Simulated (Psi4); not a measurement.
# UHF/def2-TZVP (sweep point 8) run of GaHClO (SMILES [O][GaH][Cl])

What is the energy change on altering one bond length of GaHClO at UHF/def2-TZVP (sweep point 8)? 

Program for the calculation: Psi4 1.11.

**1. The system as given**

GaHClO: 4 atoms, total charge 0, spin state doublet. SMILES: `[O][GaH][Cl]`. The coordinates come from a PBE0-D4/def2-TZVP relaxation.

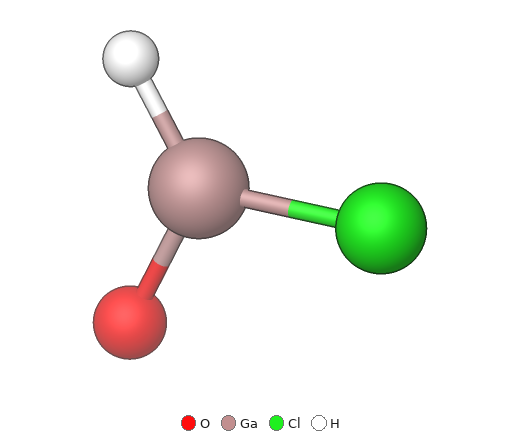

Viewed from a chosen angle; oxygen red, gallium pink, chlorine green, hydrogen white.

**2. The energy at UHF/def2-TZVP (sweep point 8)**

Contents of run.py:

```python
import psi4

psi4.set_memory(1600000000)
psi4.set_num_threads(1)
psi4.core.set_output_file('output.dat', False)

m = psi4.geometry("""
0 2
O     -3.28774551    -0.22242076    -0.40099988
Ga     0.05839254     0.27268748    -0.11565124
Cl     1.98553524    -2.94287049     1.33943788
H      1.34869754     2.77884227    -0.86114819
units au
symmetry c1
""")

psi4.set_options(dict(reference='uhf', puream=True, scf_type='pk', maxiter=100))

energy_value, wavefunction = psi4.energy('scf/def2-TZVP', return_wfn=True)
print(f'total energy {energy_value:.8f} hartree = {energy_value * 27.211386:.5f} eV')
```

The run is started by

```console
$ python run.py
```

output.dat:

```text
[...]
  Running in c1 symmetry.
[...]
  Nuclear repulsion =  240.936455086215517
[...]
  Multiplicity = 2
[...]
  Nalpha       = 29
  Nbeta        = 28
[...]
    Number of basis functions: 122
[...]
   @UHF iter   1: -2456.34591911929965   -2.80274e+00   2.45340e-02 DIIS/ADIIS
[...]
   @UHF iter  17: -2458.27286727111368   -3.65380e-08   5.56981e-07 DIIS
[...]
   @S^2 Observed:                7.593916714E-01
[...]
    Orbital Energies [Eh]
    ---------------------
    Alpha Occupied:
       1A   -378.866206     2A   -104.828672     3A    -48.217137
       4A    -42.546946     5A    -42.543806     6A    -42.542830
       7A    -20.613178     8A    -10.557723     9A     -8.024526
      10A     -8.023376    11A     -8.023325    12A     -6.448080
      13A     -4.544819    14A     -4.540251    15A     -4.538117
      16A     -1.354040    17A     -1.260434    18A     -1.255843
      19A     -1.252391    20A     -1.251701    21A     -1.230944
      22A     -1.078406    23A     -0.643830    24A     -0.635569
      25A     -0.544961    26A     -0.540830    27A     -0.497291
      28A     -0.474240    29A     -0.463012
    Alpha Virtual:
[...]
  @UHF Final Energy: -2458.27286727111368
   => Energetics <=
    Nuclear Repulsion Energy =            240.9364550862155170
    One-Electron Energy =               -3904.6906485425906794
    Two-Electron Energy =                1205.4813261852611959
    Total Energy =                      -2458.2728672711136824
  UHF NO Occupations:
  HONO-2 :   27  A 1.9985136
  HONO-1 :   28  A 1.9978945
[...]
 Multipole Moments:
 ------------------------------------------------------------------------------------
     Multipole            Electronic (a.u.)      Nuclear  (a.u.)        Total (a.u.)
 ------------------------------------------------------------------------------------
 L = 1.  Multiply by 2.5417464519 to convert [e a0] to [Debye]
 Dipole X            :          0.3262156            0.1307370            0.4569526
 Dipole Y            :          1.2670359           -0.5616012            0.7054347
 Dipole Z            :         -0.4200555            0.2243643           -0.1956912
 Magnitude           :                                                    0.8629826
[...]
```

On the terminal:

```text
total energy -2458.27286727 hartree = -66893.01188 eV
```

It took 18 s on 1 thread of Intel Xeon at 2.50GHz (Skylake/Cascade Lake), shared host; peak memory 0.64 GiB.

**3. The distorted shape, same level**

Contents of run.py:

```python
import psi4

psi4.set_memory('1600 MB')
psi4.set_num_threads(1)
psi4.set_output_file('output.dat', False)

molecule = psi4.geometry("""
0 2
O     -4.32000085    -2.22736916     0.19540524
Ga    -0.97386280    -1.73226092     0.48075389
Cl     0.95327990    -4.94781889     1.93584300
H      1.34869754     2.77884227    -0.86114819
units au
symmetry c1
""")

psi4.set_options({
    'basis': 'def2-TZVP',
    'reference': 'uhf',
    'puream': True,
    'scf_type': 'pk',
    'maxiter': 100,
})

E, wfn = psi4.energy("hf", return_wfn=True)
print('E =', round(E, 9))
for k, v in sorted(psi4.core.scalar_variables().items()):
    print(f'{k:45s} {v:18.10f}')
```

The run is started by

```console
$ python run.py
```

output.dat:

```text
[...]
  Running in c1 symmetry.
[...]
  Nuclear repulsion =  235.123393513066361
[...]
  Multiplicity = 2
[...]
  Nalpha       = 29
  Nbeta        = 28
[...]
    Number of basis functions: 122
[...]
   @UHF iter   1: -2456.23778521433860   -3.04666e+00   2.42440e-02 ADIIS/DIIS
[...]
   @UHF iter  19: -2458.17968766945978   -1.26164e-07   7.01408e-07 DIIS
[...]
   @S^2 Observed:                1.530484584E+00
[...]
    Orbital Energies [Eh]
    ---------------------
    Alpha Occupied:
       1A   -378.875543     2A   -104.832526     3A    -48.225360
       4A    -42.555288     5A    -42.552703     6A    -42.551706
       7A    -20.611520     8A    -10.561502     9A     -8.027702
      10A     -8.027443    11A     -8.025826    12A     -6.453559
      13A     -4.550958    14A     -4.548065    15A     -4.544283
      16A     -1.348556    17A     -1.267101    18A     -1.262073
      19A     -1.260232    20A     -1.257107    21A     -1.235453
      22A     -1.076463    23A     -0.635669    24A     -0.603170
      25A     -0.542858    26A     -0.517796    27A     -0.506851
      28A     -0.476677    29A     -0.472201
    Alpha Virtual:
[...]
  @UHF Final Energy: -2458.17968766945978
   => Energetics <=
    Nuclear Repulsion Energy =            235.1233935130663610
    One-Electron Energy =               -3892.7376497957866377
    Two-Electron Energy =                1199.4345686132610354
    Total Energy =                      -2458.1796876694593266
  UHF NO Occupations:
  HONO-2 :   27  A 1.9978233
  HONO-1 :   28  A 1.4799441
[...]
 Multipole Moments:
 ------------------------------------------------------------------------------------
     Multipole            Electronic (a.u.)      Nuclear  (a.u.)        Total (a.u.)
 ------------------------------------------------------------------------------------
 L = 1.  Multiply by 2.5417464519 to convert [e a0] to [Debye]
 Dipole X            :         -0.1393834            0.6725014            0.5331180
 Dipole Y            :          0.1677514            0.4906671            0.6584185
 Dipole Z            :         -0.0794175           -0.0886504           -0.1680679
 Magnitude           :                                                    0.8636993
[...]
```

On the terminal:

```text
E = -2458.179687669
CURRENT ENERGY                                  -2458.1796876695
CURRENT REFERENCE ENERGY                        -2458.1796876695
DD SOLVATION ENERGY                                 0.0000000000
HF KINETIC ENERGY                                2458.0794101155
HF POTENTIAL ENERGY                             -4916.2590977850
HF TOTAL ENERGY                                 -2458.1796876695
HF VIRIAL RATIO                                     2.0000407951
NUCLEAR REPULSION ENERGY                          235.1233935131
ONE-ELECTRON ENERGY                             -3892.7376497958
PCM POLARIZATION ENERGY                             0.0000000000
PE ENERGY                                           0.0000000000
SCF ITERATION ENERGY                            -2458.1796876695
SCF ITERATIONS                                     19.0000000000
SCF TOTAL ENERGY                                -2458.1796876695
TWO-ELECTRON ENERGY                              1199.4345686133
```

It took 18 s on 1 thread of Intel Xeon at 2.50GHz (Skylake/Cascade Lake), shared host; peak memory 0.64 GiB.

**4. What came out**

At UHF/def2-TZVP (sweep point 8):

```
                                                          quantity           value
                                         first shape: total energy  -2458.27287 Eh
                                        first shape: dipole moment          2.19 D
                   first shape: HOMO energy (highest over α and β)       -12.47 eV
                    first shape: LUMO energy (lowest over α and β)         1.36 eV
                                                 first shape: ⟨S²⟩           0.759
                                     distorted shape: total energy  -2458.17969 Eh
                                    distorted shape: dipole moment          2.20 D
               distorted shape: HOMO energy (highest over α and β)       -10.14 eV
                distorted shape: LUMO energy (lowest over α and β)         0.04 eV
                                             distorted shape: ⟨S²⟩           1.530
energy change with the Ga2–H4 bond stretched from 1.543 to 2.777 Å        2.536 eV
```

With the Ga2–H4 bond stretched from 1.543 to 2.777 Å the energy rises by 2.54 eV (58 kcal/mol). The first shape isn't relaxed at this level, so the change isn't measured from a minimum. ⟨S²⟩ (distorted shape) is 1.53 where a pure doublet has 0.75: the reference is spin-contaminated.
